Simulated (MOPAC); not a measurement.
Geometry relaxation of CH₄F₂Si (part 1 of 4)

CH₄F₂Si, computed with PM3, closed shell (MOPAC 23.2.5).

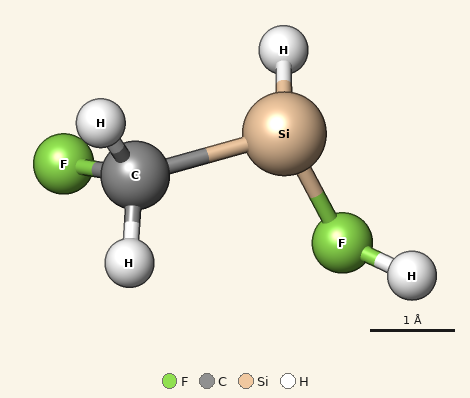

The structure as given in the input (ball-and-stick view, seen at a tilt). Bond lengths as drawn: C–F 1.38 Å, C–H 1.09 Å, C–Si 1.92 Å, F–H 1.06 Å, F–Si 1.61 Å and H–Si 1.45 Å.

**Input file (ch4f2si.mop)**
```
GNORM=0.2 CHARGE=0 CYCLES=200 PM3 AUX(PRECISION=6) T=10M THREADS=1
optimise of CH4F2Si

F -0.507660 1 1.719610 1 -0.704650 1
C -0.236260 1 0.879250 1 0.358810 1
Si 0.332970 1 -0.838230 1 -0.269390 1
F -0.995130 1 -1.705340 1 -0.529400 1
H -1.156920 1 0.823310 1 0.946640 1
H 0.524450 1 1.386010 1 0.957590 1
H -1.120702 1 -2.567882 1 0.067705 1
H 1.000020 1 -0.727170 1 -1.552140 1
```

Launched with:
```bash
mopac ch4f2si.mop
```

**What the program printed**
```
MOPAC v23.2.5
PM3 CALCULATION RESULTS

 *  PM3        - The PM3 Hamiltonian to be used
 *
 *
 *
 *                 CHARGE ON SYSTEM = 0
 *
 *
 *
 *  THREADS=1  - MULTI-THREADING NOT USED
 *  CYCLES=    - DO A MAXIMUM OF 200 STEPS
 *  GNORM      - EXIT WHEN GRADIENT NORM DROPS BELOW 0.200
 *  AUX        - OUTPUT AUXILIARY INFORMATION
GNORM=0.2 CHARGE=0 CYCLES=200 PM3 AUX(PRECISION=6) T=10M THREADS=1
 optimise of CH4F2Si

   ATOM   CHEMICAL          X               Y               Z
  NUMBER   SYMBOL      (ANGSTROMS)     (ANGSTROMS)     (ANGSTROMS)

     1       F         -0.50766000  *   1.71961000  *  -0.70465000  *
     2       C         -0.23626000  *   0.87925000  *   0.35881000  *
     3      Si          0.33297000  *  -0.83823000  *  -0.26939000  *
     4       F         -0.99513000  *  -1.70534000  *  -0.52940000  *
     5       H         -1.15692000  *   0.82331000  *   0.94664000  *
     6       H          0.52445000  *   1.38601000  *   0.95759000  *
     7       H         -1.12070200  *  -2.56788200  *   0.06770500  *
     8       H          1.00002000  *  -0.72717000  *  -1.55214000  *

          CARTESIAN COORDINATES

    NO.       ATOM           X           Y           Z

     1         F         -0.5077      1.7196     -0.7047
     2         C         -0.2363      0.8792      0.3588
     3        Si          0.3330     -0.8382     -0.2694
     4         F         -0.9951     -1.7053     -0.5294
     5         H         -1.1569      0.8233      0.9466
     6         H          0.5244      1.3860      0.9576
     7         H         -1.1207     -2.5679      0.0677
     8         H          1.0000     -0.7272     -1.5521

           Empirical Formula: C H4 F2 Si  =     8 atoms

      MOLECULAR POINT GROUP   :   C1

      RHF CALCULATION, NO. OF DOUBLY OCCUPIED LEVELS = 13

          Geometry optimization using EF

          DIAGONAL MATRIX USED AS START HESSIAN
```

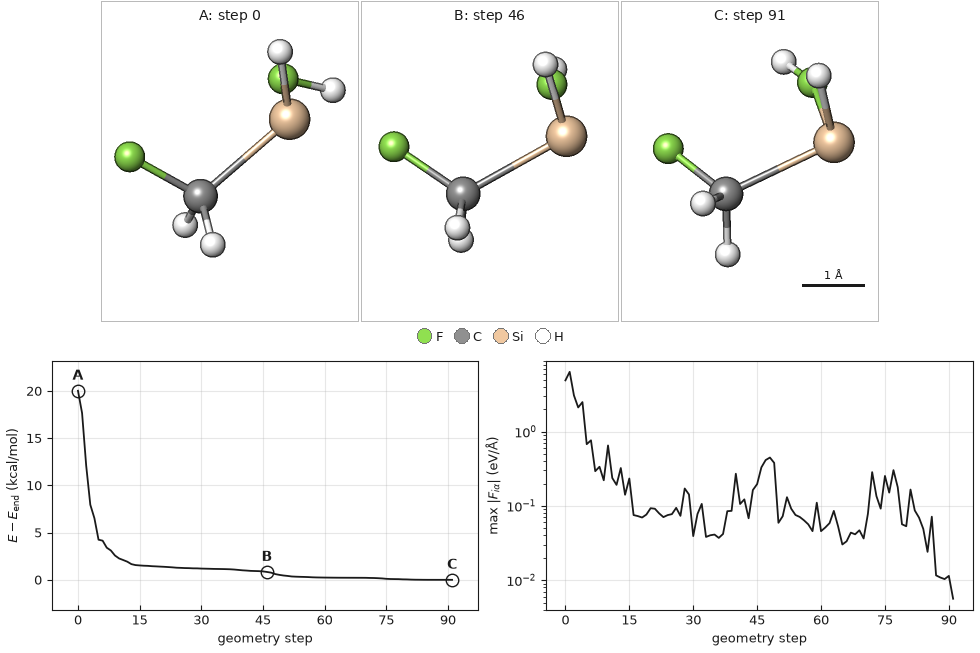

Frames of the relaxation (ball-and-stick view, seen at a tilt) above the curves, on which the letters mark them (steps are counted from 0).

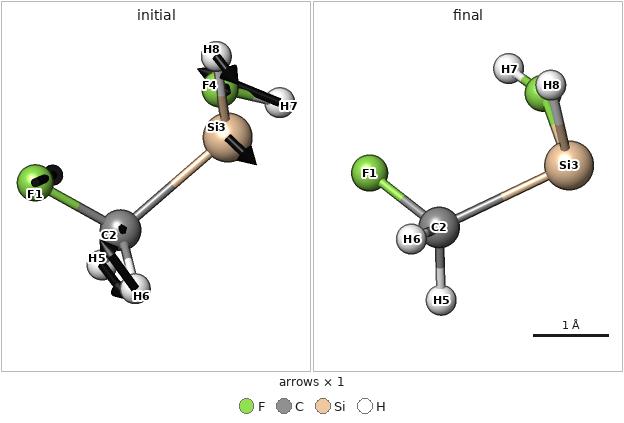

Before (left) and after (right) the relaxation, at one scale (ball-and-stick view, seen at a tilt). The black arrows give the displacements, at true length. After 91 geometry steps the energy has fallen by 20.0 kcal/mol. The largest force component goes from 4.9 to 0.0056 eV/Å. H7 moves most after the best rigid fit: 1.21 Å. Largest moves by element: H 1.21 Å, F 1.18 Å, Si 0.56 Å, C 0.10 Å. Among the contacts that change: Si3–F4 1.607 → 1.758 Å, F4–H7 1.057 → 0.954 Å, Si3–H8 1.450 → 1.522 Å, C2–Si3 1.915 → 1.942 Å. Among the angles that change: Si3–F4–H7 116.6° → 159.6°, C2–Si3–F4 106.9° → 93.9°, C2–Si3–H8 111.0° → 98.7°. (Atoms are counted from 1 in the order of the input.)

```
 CYCLE:     1 TIME:   0.008 TIME LEFT: 10.00M  GRAD.:   204.656 HEAT: -51.32147
 CYCLE:     2 TIME:   0.000 TIME LEFT: 10.00M  GRAD.:   291.827 HEAT: -53.68716
 CYCLE:     3 TIME:   0.000 TIME LEFT: 10.00M  GRAD.:   145.178 HEAT: -59.25523
 CYCLE:     4 TIME:   0.000 TIME LEFT: 10.00M  GRAD.:   112.933 HEAT: -63.39041
 CYCLE:     5 TIME:   0.000 TIME LEFT: 10.00M  GRAD.:   103.262 HEAT: -64.81948
 CYCLE:     6 TIME:   0.008 TIME LEFT: 10.00M  GRAD.:    33.971 HEAT: -67.09582
 CYCLE:     7 TIME:   0.000 TIME LEFT: 10.00M  GRAD.:    46.951 HEAT: -67.19840
 CYCLE:     8 TIME:   0.000 TIME LEFT: 10.00M  GRAD.:    18.271 HEAT: -67.94074
 CYCLE:     9 TIME:   0.000 TIME LEFT: 10.00M  GRAD.:    18.017 HEAT: -68.23851
 CYCLE:    10 TIME:   0.000 TIME LEFT: 10.00M  GRAD.:    14.250 HEAT: -68.77047
 CYCLE:    11 TIME:   0.000 TIME LEFT: 10.00M  GRAD.:    23.692 HEAT: -69.08038
 CYCLE:    12 TIME:   0.008 TIME LEFT: 10.00M  GRAD.:     9.617 HEAT: -69.24847
 CYCLE:    13 TIME:   0.000 TIME LEFT: 10.00M  GRAD.:     8.863 HEAT: -69.42396
 CYCLE:    14 TIME:   0.000 TIME LEFT: 10.00M  GRAD.:    12.529 HEAT: -69.68392
 CYCLE:    15 TIME:   0.000 TIME LEFT: 10.00M  GRAD.:     5.562 HEAT: -69.78418
 CYCLE:    16 TIME:   0.000 TIME LEFT: 10.00M  GRAD.:     8.201 HEAT: -69.82013
 CYCLE:    17 TIME:   0.008 TIME LEFT: 10.00M  GRAD.:     3.421 HEAT: -69.84990
 CYCLE:    18 TIME:   0.000 TIME LEFT: 10.00M  GRAD.:     3.202 HEAT: -69.86526
 CYCLE:    19 TIME:   0.000 TIME LEFT: 10.00M  GRAD.:     3.964 HEAT: -69.90130
 CYCLE:    20 TIME:   0.000 TIME LEFT: 10.00M  GRAD.:     3.960 HEAT: -69.92115
 CYCLE:    21 TIME:   0.000 TIME LEFT: 10.00M  GRAD.:     3.943 HEAT: -69.94538
 CYCLE:    22 TIME:   0.000 TIME LEFT: 10.00M  GRAD.:     4.259 HEAT: -69.96684
 CYCLE:    23 TIME:   0.008 TIME LEFT: 10.00M  GRAD.:     4.484 HEAT: -69.99442
 CYCLE:    24 TIME:   0.000 TIME LEFT: 10.00M  GRAD.:     4.676 HEAT: -70.02477
 CYCLE:    25 TIME:   0.000 TIME LEFT: 10.00M  GRAD.:     3.793 HEAT: -70.06277
 CYCLE:    26 TIME:   0.000 TIME LEFT: 10.00M  GRAD.:     3.310 HEAT: -70.07854
 CYCLE:    27 TIME:   0.000 TIME LEFT: 10.00M  GRAD.:     4.311 HEAT: -70.09939
 CYCLE:    28 TIME:   0.000 TIME LEFT: 10.00M  GRAD.:     3.293 HEAT: -70.10797
 CYCLE:    29 TIME:   0.008 TIME LEFT: 10.00M  GRAD.:     7.836 HEAT: -70.12873
 CYCLE:    30 TIME:   0.000 TIME LEFT: 10.00M  GRAD.:     7.252 HEAT: -70.13162
 CYCLE:    31 TIME:   0.000 TIME LEFT: 10.00M  GRAD.:     1.634 HEAT: -70.15338
 CYCLE:    32 TIME:   0.000 TIME LEFT: 10.00M  GRAD.:     3.529 HEAT: -70.16424
 CYCLE:    33 TIME:   0.000 TIME LEFT: 10.00M  GRAD.:     5.103 HEAT: -70.17545
 CYCLE:    34 TIME:   0.000 TIME LEFT: 10.00M  GRAD.:     1.947 HEAT: -70.18858
 CYCLE:    35 TIME:   0.008 TIME LEFT: 10.00M  GRAD.:     2.114 HEAT: -70.19530
 CYCLE:    36 TIME:   0.000 TIME LEFT: 10.00M  GRAD.:     1.962 HEAT: -70.20282
 CYCLE:    37 TIME:   0.000 TIME LEFT: 10.00M  GRAD.:     1.705 HEAT: -70.21295
 CYCLE:    38 TIME:   0.000 TIME LEFT: 10.00M  GRAD.:     2.376 HEAT: -70.22746
 CYCLE:    39 TIME:   0.000 TIME LEFT: 10.00M  GRAD.:     4.884 HEAT: -70.25482
 CYCLE:    40 TIME:   0.000 TIME LEFT: 10.00M  GRAD.:     4.901 HEAT: -70.29523
 CYCLE:    41 TIME:   0.008 TIME LEFT: 10.00M  GRAD.:    11.778 HEAT: -70.33666
 CYCLE:    42 TIME:   0.000 TIME LEFT: 10.00M  GRAD.:     4.358 HEAT: -70.36382
 CYCLE:    43 TIME:   0.000 TIME LEFT: 10.00M  GRAD.:     7.033 HEAT: -70.39716
 CYCLE:    44 TIME:   0.000 TIME LEFT: 10.00M  GRAD.:     3.891 HEAT: -70.41119
 CYCLE:    45 TIME:   0.000 TIME LEFT: 10.00M  GRAD.:     6.447 HEAT: -70.42535
 CYCLE:    46 TIME:   0.000 TIME LEFT: 10.00M  GRAD.:     8.632 HEAT: -70.45251
 CYCLE:    47 TIME:   0.008 TIME LEFT: 10.00M  GRAD.:    15.294 HEAT: -70.51350
 CYCLE:    48 TIME:   0.000 TIME LEFT: 10.00M  GRAD.:    20.549 HEAT: -70.58684
 CYCLE:    49 TIME:   0.000 TIME LEFT: 10.00M  GRAD.:    18.883 HEAT: -70.73765
 CYCLE:    50 TIME:   0.008 TIME LEFT: 10.00M  GRAD.:    13.925 HEAT: -70.82203
 CYCLE:    51 TIME:   0.000 TIME LEFT: 10.00M  GRAD.:     3.358 HEAT: -70.88741
 CYCLE:    52 TIME:   0.000 TIME LEFT: 10.00M  GRAD.:     3.747 HEAT: -70.93292
 CYCLE:    53 TIME:   0.000 TIME LEFT: 10.00M  GRAD.:     5.792 HEAT: -70.99021
 CYCLE:    54 TIME:   0.008 TIME LEFT: 10.00M  GRAD.:     4.941 HEAT: -71.01171
 CYCLE:    55 TIME:   0.000 TIME LEFT: 10.00M  GRAD.:     3.224 HEAT: -71.02684
 CYCLE:    56 TIME:   0.000 TIME LEFT: 10.00M  GRAD.:     3.470 HEAT: -71.03840
 CYCLE:    57 TIME:   0.000 TIME LEFT: 10.00M  GRAD.:     3.303 HEAT: -71.05396
 CYCLE:    58 TIME:   0.000 TIME LEFT: 10.00M  GRAD.:     2.597 HEAT: -71.07724
 CYCLE:    59 TIME:   0.000 TIME LEFT: 10.00M  GRAD.:     2.672 HEAT: -71.09116
 CYCLE:    60 TIME:   0.008 TIME LEFT: 10.00M  GRAD.:     6.390 HEAT: -71.09913
 CYCLE:    61 TIME:   0.000 TIME LEFT: 10.00M  GRAD.:     2.236 HEAT: -71.10635
 CYCLE:    62 TIME:   0.000 TIME LEFT: 10.00M  GRAD.:     2.361 HEAT: -71.11075
 CYCLE:    63 TIME:   0.000 TIME LEFT: 10.00M  GRAD.:     2.732 HEAT: -71.11582
 CYCLE:    64 TIME:   0.000 TIME LEFT: 10.00M  GRAD.:     3.711 HEAT: -71.11970
 CYCLE:    65 TIME:   0.000 TIME LEFT: 10.00M  GRAD.:     2.406 HEAT: -71.12259
 CYCLE:    66 TIME:   0.008 TIME LEFT: 10.00M  GRAD.:     1.552 HEAT: -71.12442
 CYCLE:    67 TIME:   0.000 TIME LEFT: 10.00M  GRAD.:     1.415 HEAT: -71.12588
 CYCLE:    68 TIME:   0.000 TIME LEFT: 10.00M  GRAD.:     2.421 HEAT: -71.12702
 CYCLE:    69 TIME:   0.000 TIME LEFT: 10.00M  GRAD.:     1.797 HEAT: -71.12865
 CYCLE:    70 TIME:   0.000 TIME LEFT: 10.00M  GRAD.:     2.305 HEAT: -71.12993
 CYCLE:    71 TIME:   0.000 TIME LEFT: 10.00M  GRAD.:     2.046 HEAT: -71.13280
 CYCLE:    72 TIME:   0.008 TIME LEFT: 10.00M  GRAD.:     3.702 HEAT: -71.14535
 CYCLE:    73 TIME:   0.000 TIME LEFT: 10.00M  GRAD.:    11.118 HEAT: -71.15338
 CYCLE:    74 TIME:   0.000 TIME LEFT: 10.00M  GRAD.:     6.052 HEAT: -71.17213
 CYCLE:    75 TIME:   0.000 TIME LEFT: 10.00M  GRAD.:     4.263 HEAT: -71.19760
 CYCLE:    76 TIME:   0.008 TIME LEFT: 10.00M  GRAD.:     8.761 HEAT: -71.23852
 CYCLE:    77 TIME:   0.000 TIME LEFT: 10.00M  GRAD.:     5.324 HEAT: -71.25940
 CYCLE:    78 TIME:   0.000 TIME LEFT: 10.00M  GRAD.:    10.744 HEAT: -71.26752
 CYCLE:    79 TIME:   0.008 TIME LEFT: 10.00M  GRAD.:     7.934 HEAT: -71.27308
 CYCLE:    80 TIME:   0.000 TIME LEFT: 10.00M  GRAD.:     2.563 HEAT: -71.29382
 CYCLE:    81 TIME:   0.000 TIME LEFT: 10.00M  GRAD.:     2.225 HEAT: -71.30160
 CYCLE:    82 TIME:   0.000 TIME LEFT: 10.00M  GRAD.:     5.584 HEAT: -71.32058
 CYCLE:    83 TIME:   0.000 TIME LEFT: 10.00M  GRAD.:     2.971 HEAT: -71.33165
 CYCLE:    84 TIME:   0.008 TIME LEFT: 10.00M  GRAD.:     3.597 HEAT: -71.33582
 CYCLE:    85 TIME:   0.000 TIME LEFT: 10.00M  GRAD.:     2.277 HEAT: -71.34116
 CYCLE:    86 TIME:   0.000 TIME LEFT: 10.00M  GRAD.:     1.027 HEAT: -71.34403
 CYCLE:    87 TIME:   0.000 TIME LEFT: 10.00M  GRAD.:     2.506 HEAT: -71.34420
 CYCLE:    88 TIME:   0.000 TIME LEFT: 10.00M  GRAD.:     0.576 HEAT: -71.34497
 CYCLE:    89 TIME:   0.008 TIME LEFT: 10.00M  GRAD.:     0.492 HEAT: -71.34534
 CYCLE:    90 TIME:   0.000 TIME LEFT: 10.00M  GRAD.:     0.459 HEAT: -71.34544
 CYCLE:    91 TIME:   0.000 TIME LEFT: 10.00M  GRAD.:     0.429 HEAT: -71.34525
 CYCLE:    92 TIME:   0.000 TIME LEFT: 10.00M  GRAD.:     0.188 HEAT: -71.34553

     GRADIENT =  0.18833 IS LESS THAN CUTOFF =  0.20000

 -------------------------------------------------------------------------------
 GNORM=0.2 CHARGE=0 CYCLES=200 PM3 AUX(PRECISION=6) T=10M THREADS=1
 optimise of CH4F2Si

     GEOMETRY OPTIMISED USING EIGENVECTOR FOLLOWING (EF).
     SCF FIELD WAS ACHIEVED

                              PM3 CALCULATION

          FINAL HEAT OF FORMATION =        -71.34553 KCAL/MOL =    -298.50968 KJ/MOL

          COSMO AREA              =        111.00 SQUARE ANGSTROMS
          COSMO VOLUME            =         99.80 CUBIC ANGSTROMS

          GRADIENT NORM           =          0.18833          =       0.06658 PER ATOM
          IONIZATION POTENTIAL    =          7.593513 EV
          HOMO LUMO ENERGIES (EV) =         -7.594 -0.797
          NO. OF FILLED LEVELS    =         13
          MOLECULAR WEIGHT        =         82.1249         POINT GROUP:  C1

          MOLECULAR DIMENSIONS (Angstroms)

            Atom       Atom       Distance
            H     7    H     6     4.17256
            H     8    H     5     3.47612
            F     1   Si     3     2.34854

          SCF CALCULATIONS        =        106

          WALL-CLOCK TIME         =      0.156 SECONDS
          COMPUTATION TIME        =      0.150 SECONDS

   ATOM   CHEMICAL          X               Y               Z
  NUMBER   SYMBOL      (ANGSTROMS)     (ANGSTROMS)     (ANGSTROMS)

     1       F         -1.06723340  *   1.21879297  *  -0.59038221  *
     2       C         -0.05143902  *   0.90239349  *   0.26268647  *
     3      Si          0.54176894  *  -0.93529949  *   0.06044953  *
     4       F         -0.96391010  *  -1.46666770  *  -0.67619530  *
     5       H         -0.43556343  *   1.08159373  *   1.27565780  *
     6       H          0.75775568  *   1.62237382  *   0.08730559  *
     7       H         -1.86509081  *  -1.43979445  *  -0.98697131  *
     8       H          1.34342863  *  -0.77926372  *  -1.22429497  *

                             CARTESIAN COORDINATES

   1    F       -1.067233405     1.218792974    -0.590382213
   2    C       -0.051439021     0.902393491     0.262686469
   3   Si        0.541768938    -0.935299492     0.060449527
   4    F       -0.963910102    -1.466667698    -0.676195302
   5    H       -0.435563426     1.081593732     1.275657802
   6    H        0.757755678     1.622373816     0.087305593
   7    H       -1.865090809    -1.439794449    -0.986971314
   8    H        1.343428631    -0.779263723    -1.224294970

           Empirical Formula: C H4 F2 Si  =     8 atoms

      MOLECULAR POINT GROUP   :   C1

                  EIGENVALUES
 -30.46290 -26.79078 -22.53852 -20.17514 -20.12205 -19.71698 -17.68360 -17.31734
 -16.87178 -13.06719 -12.16646 -10.34794  -7.59351  -0.79671   0.78671   1.09775
   2.13194   3.68232   4.30086   4.46960

              NET ATOMIC CHARGES AND DIPOLE CONTRIBUTIONS

  ATOM NO.   TYPE          CHARGE      No. of ELECS.   s-Pop       p-Pop
    1          F          -0.170430        7.1704     1.78168     5.38876
    2          C          -0.243434        4.2434     1.20636     3.03708
    3         Si           0.197492        3.8025     1.69201     2.11050
    4          F           0.047890        6.9521     1.48197     5.47014
    5          H           0.060141        0.9399     0.93986
    6          H           0.058951        0.9410     0.94105
    7          H           0.269028        0.7310     0.73097
    8          H          -0.219637        1.2196     1.21964
 DIPOLE           X         Y         Z       TOTAL
 POINT-CHG.    -2.513    -3.544     0.487     4.372
 HYBRID        -1.150     2.753    -2.591     3.952
 SUM           -3.662    -0.791    -2.103     4.297

          ATOMIC ORBITAL ELECTRON POPULATIONS

     Atom    s        px        py        pz
    1  F   1.78168   1.66486   1.95775   1.76615
    2  C   1.20636   0.92568   1.16110   0.95030
    3 Si   1.69201   0.49634   0.76718   0.84698
    4  F   1.48197   1.55926   1.97705   1.93383
    5  H   0.93986
    6  H   0.94105
    7  H   0.73097
    8  H   1.21964

 *                    *
 * JOB ENDED NORMALLY *
 *                    *

 TOTAL JOB TIME:             0.16 SECONDS

 == MOPAC DONE ==
```

**Trajectory as extended XYZ (Å, eV, eV/Å), 92 frames, from step=0 to step=91**
```
8
Properties=species:S:1:pos:R:3:forces:R:3 step=0 energy=-2.22551
F    -0.5077    1.7196   -0.7046    0.0210  -0.2054   0.9852
C    -0.2363    0.8792    0.3588   -0.3623   0.4150  -1.9903
Si    0.3330   -0.8382   -0.2694    3.6601   1.4648   2.2266
F    -0.9951   -1.7053   -0.5294   -3.6395  -4.9048   1.4548
H    -1.1569    0.8233    0.9466   -0.0802   0.0125   0.1174
H     0.5244    1.3860    0.9576    0.1862  -0.0862   0.1099
H    -1.1207   -2.5679    0.0677    0.1619   2.8416  -2.1434
H     1.0000   -0.7272   -1.5521    0.0528   0.4625  -0.7602
8
Properties=species:S:1:pos:R:3:forces:R:3 step=1 energy=-2.32810
F    -0.4983    1.7331   -0.6664   -1.0746   3.2250  -3.1062
C    -0.2375    0.8931    0.2848    0.4585  -2.2244   3.6519
Si    0.3823   -0.7965   -0.2364    0.8016  -0.6370   0.8933
F    -1.0641   -1.7996   -0.5227    0.6106   6.1784  -4.2662
H    -1.1568    0.8254    0.9493    0.6853  -0.0245  -0.6091
H     0.5296    1.3821    0.9605   -0.3732  -0.4766  -0.4925
H    -1.1220   -2.4972   -0.0175   -0.9810  -6.3909   4.2819
H     0.9990   -0.7134   -1.5862   -0.1271   0.3501  -0.3530
8
Properties=species:S:1:pos:R:3:forces:R:3 step=2 energy=-2.56955
F    -0.5236    1.7803   -0.7141    0.5813  -2.1250   2.5440
C    -0.2260    0.8476    0.3403   -1.0756   2.7041  -3.0792
Si    0.4348   -0.7902   -0.1912   -0.0784  -1.2368  -0.8774
F    -1.1126   -1.8031   -0.5690    0.9578  -0.6950   1.5826
H    -1.1433    0.8212    0.9513    0.0934  -0.1162  -0.0744
H     0.5355    1.3670    0.9284    0.2534   0.0651   0.2618
H    -1.1286   -2.5593    0.0715   -0.2829   1.1220  -1.2508
H     0.9895   -0.6977   -1.6671   -0.4490   0.2818   0.8933
8
Properties=species:S:1:pos:R:3:forces:R:3 step=3 energy=-2.74887
F    -0.5209    1.7568   -0.6773   -0.5062   1.3177  -1.2970
C    -0.2414    0.8872    0.2877    0.3528  -0.9702   1.5246
Si    0.4273   -0.8162   -0.1987   -0.1212  -0.5368  -0.4402
F    -1.0914   -1.7772   -0.5601    0.6275  -1.7859   2.1192
H    -1.1424    0.8199    0.9426    0.2821  -0.0540  -0.3409
H     0.5346    1.3675    0.9329   -0.1554  -0.1983  -0.2176
H    -1.1353   -2.5738    0.0720   -0.1858   2.0331  -1.8650
H     0.9853   -0.6926   -1.6409   -0.2938   0.1944   0.5169
8
Properties=species:S:1:pos:R:3:forces:R:3 step=4 energy=-2.81084
F    -0.5171    1.7752   -0.6916   -0.1061   0.0327   0.2129
C    -0.2545    0.9032    0.3189    0.8543  -0.4665  -1.1992
Si    0.4099   -0.8495   -0.2304    0.4549   0.5170   0.8757
F    -1.0592   -1.7765   -0.5191    0.1995   2.1528  -1.4320
H    -1.1410    0.8175    0.9168   -0.7355  -0.0205   0.4174
H     0.5290    1.3628    0.9357    0.1002   0.0234   0.0749
H    -1.1456   -2.5397   -0.0130   -0.6953  -2.5016   1.4035
H     0.9806   -0.6818   -1.5893   -0.0720   0.2627  -0.3532
```
